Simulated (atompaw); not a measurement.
**Pseudopotential generation for Ge: PAW (atompaw), PBE**

Do these settings give a usable potential? It is generated, then checked for scattering, ghosts and hardness.

The numbers are computed with atompaw 4.2.0.5 (PBE, scalar-relativistic, spin-unpolarised reference atom).

**1. Settings**

The settings as typed:

- element: germanium (Ge, Z = 32)
- type: PAW
- frozen core: [Ar]
- valence charge: 14
- reference configuration: 3d10 4s2 4p2
- partial waves: 4s (bound): rc 2.55 bohr; 4s channel at 2.85 Ry: rc 1.85 bohr; 4p (bound): rc 2.55 bohr; 4p channel at 1.65 Ry: rc 2.55 bohr; 3d (bound): rc 1.05 bohr; 3d channel at -0.95 Ry: rc 1.05 bohr
- local potential: bessel scheme, radius 2.35 bohr
- core correction: smooth core density matched at 1.90 bohr
- augmentation charge: sinc compensation charge, radius 2.15 bohr; PAW radius 2.55 bohr; waves and projectors: custom rrkj vanderbiltortho

**2. Generation**

File Ge.input:

```
Ge 32
GGA-PBE scalarrelativistic loggrid 1500 logderivrange -4 5 226
4 4 3 0 0 0
4 1 2
0 0 0
c
c
c
v
c
c
v
v
2
2.55 2.15 2.35 1.90
y
2.85
n
y
1.65
n
y
-0.95
n
custom rrkj vanderbiltortho sinc
bessel
2.55
1.85
2.55
2.55
1.05
1.05
PWSCFOUT
UPFDX 0.0125d0 UPFXMIN -7.d0 UPFZMESH 32.d0
END
```

Started as:

```bash
$ atompaw < Ge.input > Ge.log
```

The output, the file Ge (summary file):

```text
 Completed calculations for Ge (AE)

 Exchange-correlation type: GGA, Perdew-Burke-Ernzerhof

 Radial integration grid is logarithmic 
 r0 =   2.6318935E-04 h =   8.4220592E-03   n =      1500 rmax =   8.0000000E+01

 Scalar relativistic calculation

 AEatom converged in  45 iterations
   nz     =  32.00
   delta  =       7.277161773879E-17

 All Electron Orbital energies:         
  n  l      occupancy      energy
  1  0      2.0000000E+00 -8.0563144E+02
  2  0      2.0000000E+00 -1.0082498E+02
  3  0      2.0000000E+00 -1.2383854E+01
  4  0      2.0000000E+00 -8.6224754E-01
  2  1      6.0000000E+00 -8.8103621E+01
  3  1      6.0000000E+00 -8.4979466E+00
  4  1      2.0000000E+00 -2.8630833E-01
  3  2      1.0000000E+01 -2.1543072E+00

 Total energy
   Total                    :    -4197.66637632372294

 ---
 Completed calculations for Ge (SC)

 Exchange-correlation type: GGA, Perdew-Burke-Ernzerhof

 Radial integration grid is logarithmic 
 r0 =   2.6318935E-04 h =   8.4220592E-03   n =      1500 rmax =   8.0000000E+01

 Scalar relativistic calculation

 SCatom converged in   3 iterations
   nz     =  32.00
   delta  =       1.432108483778E-17

 Valence Electron Orbital energies:         
  n  l      occupancy      energy
   4  0      2.0000000E+00 -8.6224754E-01
   4  1      2.0000000E+00 -2.8630833E-01
   3  2      1.0000000E+01 -2.1543072E+00

 Total energy
   Total                    :    -4197.66637632101083
   Valence                  :     -315.20932603732518

 PAW parameters: 
       lmax =            2
         rc =    2.5530906089913028     
        irc =         1091
   rc_shape =    2.1572721551292826     
    rc_vloc =    2.3667033100257759     
    rc_core =    1.9012227197117848     
   Vloc: truncated form - Vps(r)=A.sin(qr)/r for r<rc
   Projector type: RRKJ pseudization + Vanderbilt ortho.
   Sinc^2 compensation charge shape zeroed at   2.1573E+00

 Number of basis functions     6
 No.   n  nodes  l      Energy         Cp coeff         Occ
  1    4    3    0   -0.8622475E+00  0.7494146E+01  0.2000000E+01
  2  999    4    0    0.2850000E+01  0.1007818E+01  0.0000000E+00
  3    4    2    1   -0.2863083E+00  0.1311115E+02  0.2000000E+01
  4  999    3    1    0.1650000E+01 -0.2927544E+00  0.0000000E+00
  5    3    0    2   -0.2154307E+01 -0.1483667E+01  0.1000000E+02
  6  999    1    2   -0.9500000E+00 -0.1517715E+02  0.0000000E+00

 Eigenvalues of overlap operator (in the basis of projectors):
    1        4.45169092E-02
    2        3.27969370E-01
    3        2.40871299E+00
    4        4.81293509E+00
    5        1.62460470E+01
    6        1.07813710E+02

 Orbital leakage outside PAW augmentation regions
   orb  is_core?  %out_of_sphere
   1 0    T           0.00
   2 0    T           0.00
   3 0    T           0.00
   4 0    F          25.46
   2 1    T           0.00
   3 1    T           0.00
   4 1    F          54.13
   3 2    F           0.22

 Summary of PAW energies
   Total valence energy     :   -315.20931936675800
   Smooth energy            :     94.94479331012755
   One center               :   -410.15411267688557
   Smooth kinetic           :     91.14614682735100
   Vloc energy              :     14.33354310182803
   Smooth exch-corr         :    -12.99414665566086
   One-center xc            :   -145.99957528637339
```

It took 5.3 s on 1 thread of Intel Xeon 6975P-C, shared host.

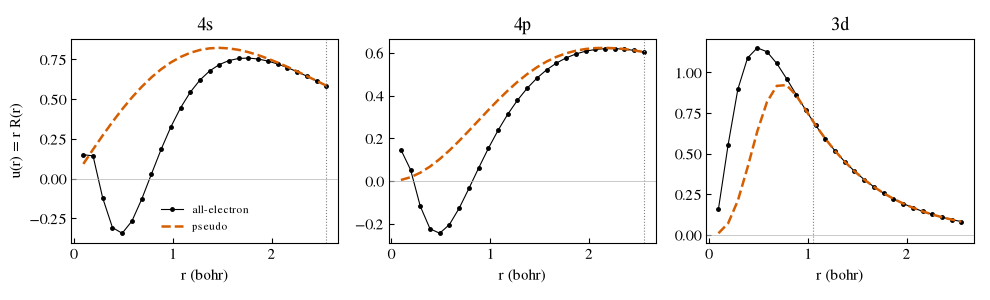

Bound waves of the atom and their pseudo partners (4s, 4p, 3d), with the matching radii dotted. The curves join 26 sampled radii, too few to resolve the innermost nodes.

**3. Logarithmic derivatives**

Taken from the files of the generation run. The phase is arctan(r·u′/u) with u = r·R, unwrapped, with energies in Ry. A pole is an energy at which the radial function vanishes at the test radius. The pseudo phase is shifted by a multiple of π to meet the all-electron one at the reference energy. Levels narrower than the energy grid can be missing from the poles. The last column is the largest difference on the grid between −1 and +1 Ry.

| channel | radius (bohr) | reference (Ry) | poles AE | poles PS | window around the reference with phases within 0.05 rad (Ry) | largest difference near zero (rad) |
| --- | --- | --- | --- | --- | --- | --- |
| s | 2.55 | -0.86 | 0.11 | 0.11 | the whole range | 0.001 |
| p | 2.55 | -0.29 | 1.26 | 1.26 | below 3.8 | 0.001 |
| d | 2.55 | -2.15 | -2.12, 3.29 | -2.12, 3.48 | below 4.7 | 0.016 |

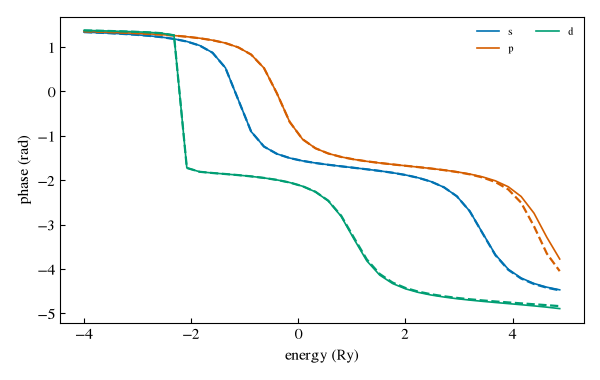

All-electron (solid) and pseudo (dashed) phases against energy.

**4. Plane-wave convergence, by spherical Bessel functions**

This step uses the generator's waves and projectors in a separate script. Basis: spherical Bessel functions vanishing at 20 bohr, q² up to the cutoff; potential fixed at the reference.

All-electron valence levels (Ry): 4s -0.8622, 4p -0.2863, 3d -2.1543. The lowest levels of each channel (Ry) by cutoff; the last column sums, over occupied levels, occupation times the distance from the level at 400 Ry. A positive value at high cutoff is not a bound level.

```csv
cutoff (Ry),s #1,p #1,d #1,f #1,Σ f·Δε (mRy)
8,-0.8622,-0.2846,0.0519,0.1080,22065.7
21,-0.8623,-0.2863,0.0356,0.1080,21899.6
45,-0.8623,-0.2863,-1.4363,0.1080,7180.2
90,-0.8623,-0.2863,-2.1503,0.1080,40.1
140,-0.8623,-0.2863,-2.1536,0.1080,7.1
160,-0.8623,-0.2863,-2.1541,0.1080,2.3
230,-0.8623,-0.2863,-2.1543,0.1080,0.6
300,-0.8623,-0.2863,-2.1543,0.1080,0.2
400,-0.8623,-0.2863,-2.1543,0.1080,0.0
```

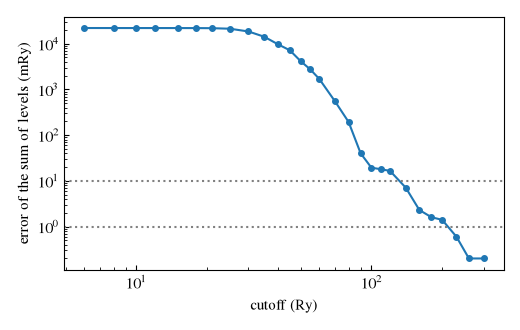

Occupation-weighted error of the valence levels against the cutoff; the dotted lines mark 10 and 1 mRy.

The sum stays within 10 mRy from 140 Ry and within 1 mRy from 230 Ry. The sum leaves out empty levels, which can need more. Ghost test: no level below the all-electron spectrum of its channel (s, p, d, f tested).

**5. Outcome**

| quantity | value |
| --- | --- |
| cutoffs for 10 and 1 mRy, occupied levels | 140 Ry and 230 Ry |
| bound ghosts | none found |
| largest phase difference near zero energy, channels read | 0.016 rad |
| lowest eigenvalue of the overlap (Bessel basis) | 0.450 (s) |
| share of valence orbitals outside the PAW sphere | 4s 25 %, 4p 54 %, 3d 0 % |
| UPF file | written |

**Reading.** By its cutoff, 140 Ry for the looser tolerance, it is very hard. The slowest occupied level is 3d: taken alone it needs 140 Ry to come within 1 mRy, against 10 Ry for 4p. The Bessel-basis test finds no level below the valence levels. Near zero energy the phases of the channels with partial waves agree within 0.016 rad. All of this concerns the isolated atom, not yet a solid.
